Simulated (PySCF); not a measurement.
**C5H5F3O: runs on many settings**

Which settings matter for C5H5F3O (`O=C1CC[C@@H]1C(F)(F)F`), and how do bad ones show?

Programs: PySCF 2.14.0, with density-fitted response routines of our own. Each step states its level of theory. These are calculated values for one molecule in the gas phase, unless marked as measured. Atoms are numbered from 0 throughout.

## (1) The molecule as given

14 atoms, charge 0, multiplicity 1; geometry from: GFN2-xTB.

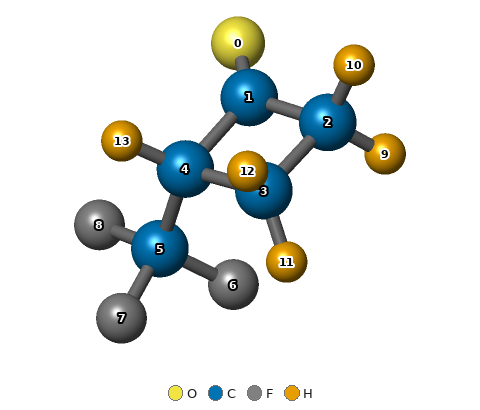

As it starts; oxygen yellow, carbon blue, fluorine grey, hydrogen amber, atoms numbered; sticks join atoms by distance.

## (2) Shielding tensors: PBE0/pcseg-1

Job settings and geometry (Å):

```
{"job": {"kind": "nmr", "xc": "PBE0", "basis": "pcseg-1", "pop": true, "scf": {"guess": "sap", "conv": 1e-08}}, "charge": 0, "multiplicity": 1}
O     -0.939253    -2.182463    -0.477561
C     -0.738819    -1.083037    -0.071689
C     -1.597199     0.104698     0.284591
C     -0.337973     0.848099     0.768399
C      0.546703    -0.338176     0.327834
C      1.467788    -0.029738    -0.833974
F      0.813330     0.507430    -1.874534
F      2.415030     0.861717    -0.489592
F      2.107331    -1.109825    -1.289124
H     -2.082267     0.542445    -0.586505
H     -2.358759    -0.099876     1.034452
H     -0.125876     1.776881     0.243931
H     -0.310017     1.029513     1.839250
H      1.139303    -0.828139     1.102358
```

Method: GIAO PBE0/pcseg-1 NMR shielding, non-relativistic, gas phase.

Started as:

```console
OMP_NUM_THREADS=1 python probes_run.py task.json out
```

One launch serves the whole session: the jobs run in the order shown.

Log:

```text
final grid: 128920 points
cycle   1  E = -534.2550180730  dE =  2.549e+01  |g| = 8.585e+00  |ddm| = 5.000e+01
cycle   2  E = -350.4155338133  dE =  1.838e+02  |g| = 2.034e+01  |ddm| = 5.177e+01
cycle   3  E = -517.0962257688  dE = -1.667e+02  |g| = 1.244e+01  |ddm| = 2.445e+01
cycle   4  E = -556.8824292441  dE = -3.979e+01  |g| = 4.782e+00  |ddm| = 1.317e+01
cycle   5  E = -548.2777123148  dE =  8.605e+00  |g| = 6.953e+00  |ddm| = 1.852e+01
cycle   6  E = -565.8837265240  dE = -1.761e+01  |g| = 2.907e+00  |ddm| = 1.659e+01
cycle   7  E = -567.1947928927  dE = -1.311e+00  |g| = 1.299e+00  |ddm| = 3.661e+00
cycle   8  E = -567.5045949710  dE = -3.098e-01  |g| = 5.530e-01  |ddm| = 1.359e+00
cycle   9  E = -567.5263229274  dE = -2.173e-02  |g| = 5.006e-01  |ddm| = 4.944e-01
cycle  10  E = -567.5701708747  dE = -4.385e-02  |g| = 1.457e-01  |ddm| = 4.046e-01
cycle  11  E = -567.5736891089  dE = -3.518e-03  |g| = 7.611e-02  |ddm| = 1.805e-01
cycle  12  E = -567.5747737963  dE = -1.085e-03  |g| = 2.100e-02  |ddm| = 7.576e-02
cycle  13  E = -567.5748392664  dE = -6.547e-05  |g| = 7.527e-03  |ddm| = 2.048e-02
cycle  14  E = -567.5748504235  dE = -1.116e-05  |g| = 1.066e-03  |ddm| = 6.445e-03
cycle  15  E = -567.5748505971  dE = -1.736e-07  |g| = 5.727e-04  |ddm| = 1.654e-03
cycle  16  E = -567.5748506622  dE = -6.505e-08  |g| = 2.452e-04  |ddm| = 7.375e-04
cycle  17  E = -567.5748506746  dE = -1.241e-08  |g| = 3.804e-05  |ddm| = 2.570e-04
cycle  18  E = -567.5748506748  dE = -2.151e-10  |g| = 3.286e-05  |ddm| = 7.432e-05
converged SCF energy = -567.5748506748

GIAO shielding tensors (ppm)
atom      isotropic    diamagn.    paramagn.     s11        s22        s33       span
  0 O     -314.680     397.400    -712.080   -861.496   -390.509    307.963   1169.459
  1 C       -9.507     249.409    -258.917    -95.783    -35.848    103.109    198.893
  2 C      147.695     254.278    -106.583    110.132    156.125    176.827     66.695
  3 C      182.958     248.380     -65.422    165.874    186.689    196.312     30.438
  4 C      127.259     256.392    -129.132     96.073    134.461    151.243     55.170
  5 C       60.108     239.828    -179.720     54.914     59.301     66.109     11.195
  6 F      274.949     475.717    -200.768    195.393    275.355    354.099    158.706
  7 F      259.151     473.335    -214.184    180.433    246.442    350.578    170.145
  8 F      263.672     472.155    -208.482    183.831    266.142    341.044    157.213
  9 H       28.463      29.187      -0.724     25.218     26.732     33.440      8.222
 10 H       28.684      28.885      -0.201     24.455     27.256     34.340      9.885
 11 H       29.612      29.886      -0.274     26.293     29.051     33.494      7.201
 12 H       29.656      29.870      -0.215     25.798     27.306     35.863     10.064
 13 H       28.233      31.062      -2.829     25.642     28.233     30.825      5.183
```

Wall time 27 s (1 thread of Intel Xeon Platinum 8488C, shared host); peak memory 0.74 GiB.

Shifts follow as δ = σ(reference) − σ, with reference shieldings (ppm) from runs at the same level and on the same kind of geometry: 1H TMS 31.87, 13C TMS 197.0, 19F CFCl3 181.7, 17O H2O 339.5. The references are single molecules in the gas phase, so shifts against H2O, NH3, PH3, H3PO4 or CFCl3 are not on the usual liquid scales and can be off by tens of ppm. Atoms listed in one row are averaged.

| atoms | environment | σ (ppm) | δ (ppm) |
| --- | --- | --- | --- |
| C1 | ketone carbonyl carbon | -9.5 | 206.5 |
| C5 | CF3 carbon | 60.1 | 136.9 |
| C4 | sp3 CH α to a carbonyl | 127.3 | 69.7 |
| C2 | sp3 CH2 α to a carbonyl | 147.7 | 49.3 |
| C3 | sp3 CH2 in a ring | 183.0 | 14.0 |
| H13 | hydrogen on an sp3 CH α to a carbonyl | 28.23 | 3.64 |
| H9 | hydrogen on an sp3 CH2 α to a carbonyl | 28.46 | 3.41 |
| H10 | hydrogen on an sp3 CH2 α to a carbonyl | 28.68 | 3.19 |
| H11 | hydrogen on an sp3 CH2 in a ring | 29.61 | 2.26 |
| H12 | hydrogen on an sp3 CH2 in a ring | 29.66 | 2.22 |
| O0 | ketone oxygen | -314.7 | 654.2 |
| F6, F7, F8 | fluorine of a CF3 group | 265.9 | -84.2 |

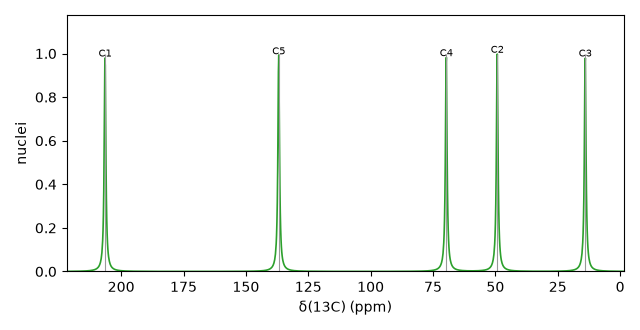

13C lines at the computed shifts, without couplings. Lines are broadened to a width of 0.77 ppm (Lorentzian).

The run also stored atomic charges by several schemes (e):

| atoms | Mulliken | IAO | Hirshfeld | ESP fit |
| --- | --- | --- | --- | --- |
| O0 | -0.29 | -0.36 | -0.22 | -0.48 |
| C1 | 0.26 | 0.40 | 0.17 | 0.66 |
| C2 | -0.21 | -0.34 | -0.07 | -0.39 |
| C3 | -0.14 | -0.27 | -0.07 | -0.02 |
| C4 | -0.48 | -0.24 | -0.06 | -0.39 |
| C5 | 0.92 | 0.81 | 0.26 | 0.52 |
| F6, F7, F8 | -0.28 | -0.28 | -0.09 | -0.18 |

Hirshfeld charges:

O0 -0.22; C1 0.17; C2 -0.07; C3 -0.07; C4 -0.06; C5 0.26; F6 -0.09; F7 -0.10; F8 -0.09; H9 0.06; H10 0.06; H11 0.04; H12 0.05; H13 0.06

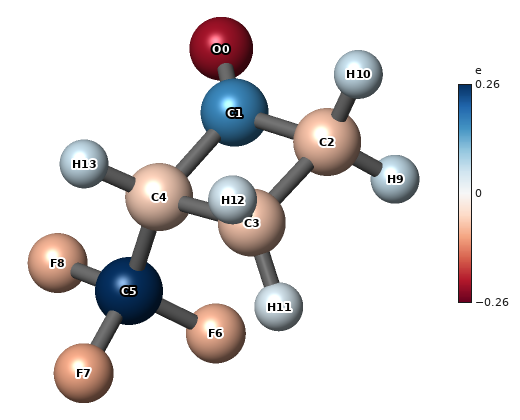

Hirshfeld charges, as colours on the atoms.

Mayer bond orders: O0–C1 2.08, C1–C2 0.99, C2–C3 1.04, C3–C4 0.98, C4–C5 0.97, C5–F6 0.98, C5–F7 0.98, C5–F8 1.00, C4–C1 0.88.

Ring of atoms C1, C2, C3, C4: NICS(0) 7.2, NICS(1) -0.9, NICS(1)zz -0.3 ppm (means of both faces).

Orbitals, density, ELF and potential are computed afterwards from the orbital file.

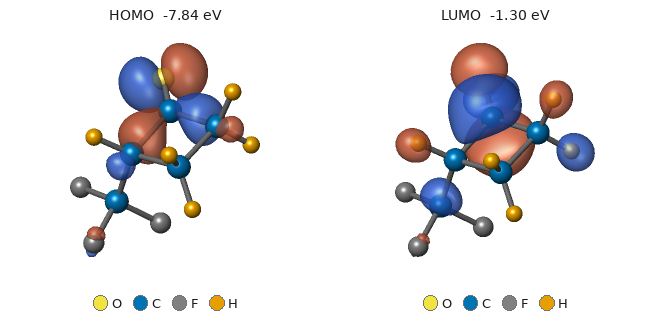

Frontier orbitals at PBE0/pcseg-1; each surface holds 70 % of the orbital's density, blue and red mark the sign.

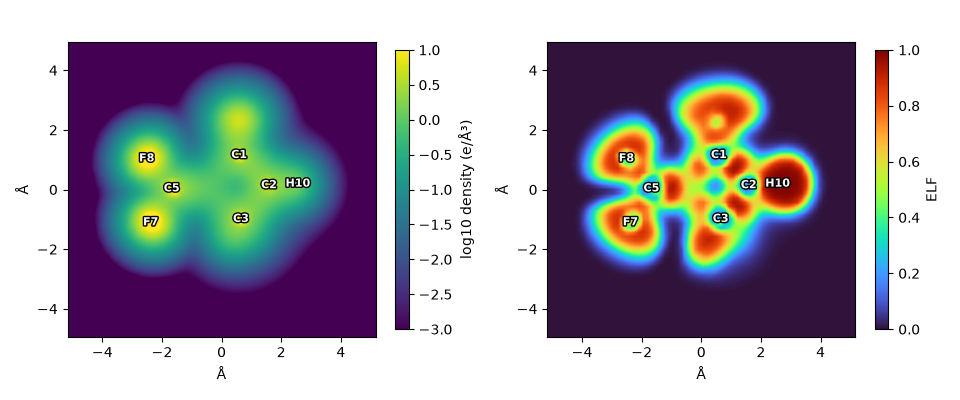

Density (left) and ELF (right) in a plane through or near 7 of the atoms.

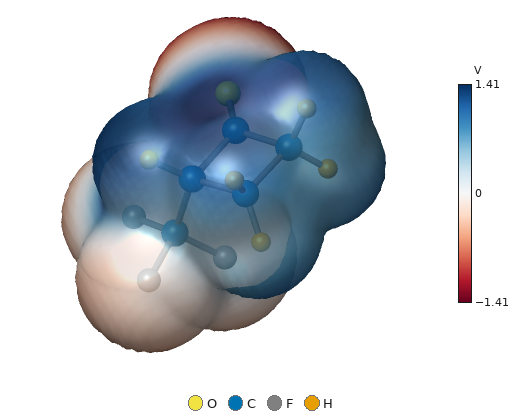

The potential that a unit positive charge feels on the 0.002 e/bohr³ surface, from -1.40 V near O0 to 1.41 V near H13.

## (3) Indirect couplings: PBE0/3-21G

Same as in step 2 but for these lines:

```diff
@@ -1,2 +1,2 @@
-{"job": {"kind": "nmr", "xc": "PBE0", "basis": "pcseg-1", "pop": true, "scf": {"guess": "sap", "conv": 1e-08}}, "charge": 0, "multiplicity": 1}
+{"job": {"kind": "j", "xc": "PBE0", "basis": "3-21G", "scf": {"conv": 1e-08, "damp": 0.1}}, "charge": 0, "multiplicity": 1}
 O     -0.939253    -2.182463    -0.477561
```

Level: PBE0/3-21G indirect spin-spin coupling, non-relativistic, gas phase.

Log:

```text
damping 0.10 in the first 6 cycles
final grid: 128920 points
cycle   1  E = -564.3352489371  dE =  1.520e+00  |g| = 1.124e+00  |ddm| = 3.983e+00
cycle   2  E = -564.0095697760  dE =  3.257e-01  |g| = 1.775e+00  |ddm| = 2.936e+00
cycle   3  E = -563.6392638941  dE =  3.703e-01  |g| = 2.274e+00  |ddm| = 3.907e+00
cycle   4  E = -561.3305699453  dE =  2.309e+00  |g| = 3.766e+00  |ddm| = 8.472e+00
cycle   5  E = -560.5943255466  dE =  7.362e-01  |g| = 4.466e+00  |ddm| = 1.006e+01
cycle   6  E = -547.7181215593  dE =  1.288e+01  |g| = 6.597e+00  |ddm| = 1.414e+01
cycle   7  E = -513.3943620370  dE =  3.432e+01  |g| = 8.932e+00  |ddm| = 2.204e+01
cycle   8  E = -561.1027626463  dE = -4.771e+01  |g| = 2.775e+00  |ddm| = 2.244e+01
cycle   9  E = -558.0848585120  dE =  3.018e+00  |g| = 4.658e+00  |ddm| = 1.486e+01
cycle  10  E = -564.3418363102  dE = -6.257e+00  |g| = 1.045e+00  |ddm| = 6.509e+00
cycle  11  E = -564.5025288544  dE = -1.607e-01  |g| = 6.037e-01  |ddm| = 1.231e+00
cycle  12  E = -564.5680167794  dE = -6.549e-02  |g| = 3.370e-01  |ddm| = 6.957e-01
cycle  13  E = -564.5927336353  dE = -2.472e-02  |g| = 7.905e-02  |ddm| = 4.277e-01
cycle  14  E = -564.5940937974  dE = -1.360e-03  |g| = 2.564e-02  |ddm| = 1.056e-01
cycle  15  E = -564.5942088014  dE = -1.150e-04  |g| = 5.978e-03  |ddm| = 2.792e-02
cycle  16  E = -564.5942162277  dE = -7.426e-06  |g| = 1.924e-03  |ddm| = 1.064e-02
cycle  17  E = -564.5942169092  dE = -6.815e-07  |g| = 4.582e-04  |ddm| = 2.247e-03
cycle  18  E = -564.5942169380  dE = -2.875e-08  |g| = 1.409e-04  |ddm| = 4.340e-04
cycle  19  E = -564.5942169414  dE = -3.390e-09  |g| = 3.973e-05  |ddm| = 1.915e-04
converged SCF energy = -564.5942169414

Indirect spin-spin couplings (Hz)
  i      j    bonds     total        FC       PSO       DSO        SD
  0 O    6 F    4     -0.242     0.037    -0.473     0.012     0.182
  0 O    8 F    4     -0.455    -0.043    -0.255    -0.050    -0.107
  0 O    9 H    3     -1.767    -2.143     0.255     0.120         -
  0 O   10 H    3     -1.347    -1.764     0.302     0.115         -
  0 O   11 H    4      0.309    -0.264     0.344     0.229         -
  0 O   12 H    4      0.460    -0.089     0.341     0.209         -
  0 O   13 H    3     -0.972    -1.224     0.180     0.072         -
  1 C    6 F    3     -0.875    -1.123    -0.102     0.317     0.034
  1 C    7 F    3      3.729     3.894     0.259    -0.198    -0.225
  1 C    8 F    3     -0.213    -0.642     0.320     0.145    -0.036
  1 C    9 H    2     -6.821    -6.990     0.054     0.116         -
  1 C   10 H    2     -6.605    -6.675     0.018     0.052         -
  1 C   11 H    3      4.171     4.405    -0.056    -0.178         -
  1 C   12 H    3      2.730     2.927    -0.056    -0.141         -
  1 C   13 H    2     -6.012    -6.232     0.058     0.162         -
  2 C    7 F    4      1.781     1.594     0.605    -0.214    -0.205
  2 C    9 H    1    105.864   103.926     0.907     1.031         -
  2 C   10 H    1    104.889   102.973     0.922     0.994         -
  2 C   11 H    2     -3.557    -3.671     0.186    -0.072         -
  2 C   12 H    2     -3.385    -3.473     0.203    -0.115         -
  2 C   13 H    3      1.989     2.239     0.054    -0.304         -
  3 C    6 F    3     -0.672    -0.595    -0.145     0.166    -0.099
  3 C    7 F    3     -0.567    -0.440    -0.236     0.118    -0.009
  3 C    8 F    3      3.600     3.274     0.103    -0.277     0.499
  3 C    9 H    2     -4.081    -4.209     0.224    -0.096         -
  3 C   10 H    2     -3.593    -3.686     0.236    -0.143         -
  3 C   11 H    1    109.754   107.893     0.754     1.107         -
  3 C   12 H    1    109.127   107.301     0.806     1.021         -
  3 C   13 H    2     -3.676    -3.845     0.213    -0.044         -
  4 C    6 F    2     29.488    30.339    -1.998     0.224     0.923
  4 C    7 F    2     20.257    21.128    -1.982     0.230     0.881
  4 C    8 F    2     22.273    23.560    -2.394     0.221     0.886
  4 C    9 H    3      2.216     2.456    -0.046    -0.193         -
  4 C   10 H    3      2.562     2.804     0.020    -0.262         -
  4 C   11 H    2     -3.777    -4.026     0.167     0.082         -
  4 C   12 H    2     -3.125    -3.321     0.143     0.052         -
  4 C   13 H    1    109.624   107.374     0.793     1.457         -
  5 C    6 F    1   -292.954  -277.559   -23.010     1.774     5.841
  5 C    7 F    1   -302.610  -287.296   -22.894     1.729     5.851
  5 C    8 F    1   -301.942  -284.209   -24.739     1.746     5.259
  5 C    9 H    4      0.917     0.882     0.010     0.026         -
  5 C   10 H    4     -2.081    -1.983     0.156    -0.255         -
  5 C   11 H    3      5.018     4.674    -0.118     0.463         -
  5 C   12 H    3      3.499     3.497     0.112    -0.110         -
  5 C   13 H    2     -6.411    -6.785    -0.099     0.473         -
  6 F    7 F    2     79.073    51.608   -18.535     0.358    45.642
  6 F    8 F    2     76.945    49.927   -16.729     0.335    43.412
  6 F    9 H    5      0.280     0.067    -0.797     0.934     0.076
  6 F   10 H    5     -0.615    -0.027     0.483    -1.023    -0.047
  6 F   11 H    4      1.511     0.656    -0.427     1.448    -0.166
  6 F   12 H    4     -0.164     0.126     0.982    -1.166    -0.106
  6 F   13 H    3      9.195    10.583     0.338    -1.781     0.054
  7 F    8 F    2     84.375    50.372   -12.065     0.251    45.818
  7 F    9 H    5      0.792     0.854     0.860    -0.790    -0.131
  7 F   10 H    5     -1.086    -0.812     0.854    -1.136     0.007
  7 F   11 H    4      1.423     0.398     0.099     1.102    -0.177
  7 F   13 H    3      0.426    -0.425     0.813     0.369    -0.331
  8 F    9 H    5      0.443     0.564     0.789    -0.852    -0.059
  8 F   10 H    5     -0.414    -0.039     0.830    -1.179    -0.026
  8 F   11 H    4     -1.911    -0.872     0.276    -1.248    -0.067
  8 F   12 H    4      0.670     0.866     0.970    -1.247     0.081
  8 F   13 H    3      0.388    -0.244     0.484     0.580    -0.432
  9 H   10 H    2    -18.390   -17.516     1.068    -1.943         -
  9 H   11 H    3      9.079     8.804    -0.205     0.480         -
  9 H   12 H    3      4.189     5.457     0.860    -2.128         -
  9 H   13 H    4     -4.030    -2.825     0.889    -2.094         -
 10 H   11 H    3      3.186     4.309     0.768    -1.891         -
 10 H   12 H    3      7.994     7.932    -0.114     0.175         -
 10 H   13 H    4      1.472     2.048     0.433    -1.009         -
 11 H   12 H    2    -13.618   -12.759     0.930    -1.789         -
 11 H   13 H    3      2.838     3.780     0.784    -1.726         -
 12 H   13 H    3      7.862     7.514    -0.199     0.546         -
```

It took 14 s on 1 thread of Intel Xeon Platinum 8488C, shared host; peak memory 0.58 GiB.

This basis has no tight s functions, so the Fermi-contact terms are rough.

Couplings of 1 Hz or more, nine at most for each number of bonds, with means over like pairs (isotopes 13C, 19F, 1H, 17O):

| pair | bonds | J (Hz) | Fermi contact (Hz) | dihedral (°) |
| --- | --- | --- | --- | --- |
| C5–F6 | 1 | -299.2 | -283.0 | – |
| C3–H11 | 1 | 109.8 | 107.9 | – |
| C4–H13 | 1 | 109.6 | 107.4 | – |
| C3–H12 | 1 | 109.1 | 107.3 | – |
| C2–H9 | 1 | 105.9 | 103.9 | – |
| C2–H10 | 1 | 104.9 | 103.0 | – |
| F6–F7 | 2 | 80.1 | 50.6 | – |
| C4–F6 | 2 | 24.0 | 25.0 | – |
| H9–H10 | 2 | -18.4 | -17.5 | – |
| H11–H12 | 2 | -13.6 | -12.8 | – |
| C1–H9 | 2 | -6.8 | -7.0 | – |
| C1–H10 | 2 | -6.6 | -6.7 | – |
| C5–H13 | 2 | -6.4 | -6.8 | – |
| C1–H13 | 2 | -6.0 | -6.2 | – |
| C3–H9 | 2 | -4.1 | -4.2 | – |
| H9–H11 | 3 | 9.1 | 8.8 | 5 |
| H10–H12 | 3 | 8.0 | 7.9 | 4 |
| H12–H13 | 3 | 7.9 | 7.5 | -3 |
| C5–H11 | 3 | 5.0 | 4.7 | -5 |
| H9–H12 | 3 | 4.2 | 5.5 | 133 |
| C1–H11 | 3 | 4.2 | 4.4 | – |
| C5–H12 | 3 | 3.5 | 3.5 | -131 |
| F6–H13 | 3 | 3.3 | 3.3 | – |
| H10–H11 | 3 | 3.2 | 4.3 | -123 |
| H9–H13 | 4 | -4.0 | -2.8 | – |
| C5–H10 | 4 | -2.1 | -2.0 | – |
| H10–H13 | 4 | 1.5 | 2.0 | – |

The spin-dipole term was solved for some atoms only; pairs without it lack that part.

The response was solved for the nuclei of F, H alone, so couplings that need other nuclei can be missing.

Quadrupole couplings from the field gradients of the same density:

| atom | isotope | eQq/h (MHz) | η |
| --- | --- | --- | --- |
| O0 | 17O | 10.2 | 0.57 |

Shifts (PBE0/pcseg-1, unscaled) and these couplings together give the proton spectrum at 500 MHz below.

1H NMR δ 3.64 (m, 1H), 3.41 (m, 1H), 3.19 (m, 1H), 2.26 (m, 1H), 2.22 (m, 1H).

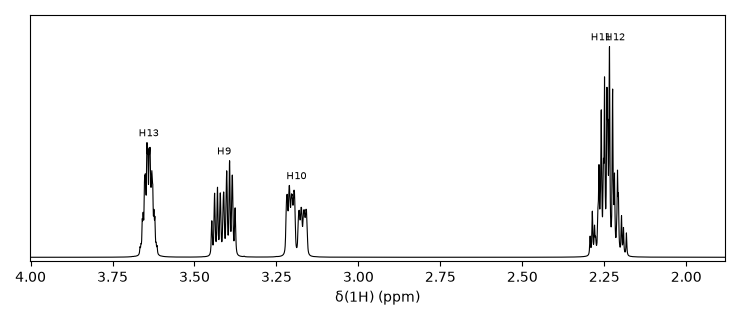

Simulated proton spectrum at 500 MHz, by exact diagonalisation of each spin system; lines 1.2 Hz wide, exchangeable protons uncoupled.

(Part 1 of 2 ends here.)
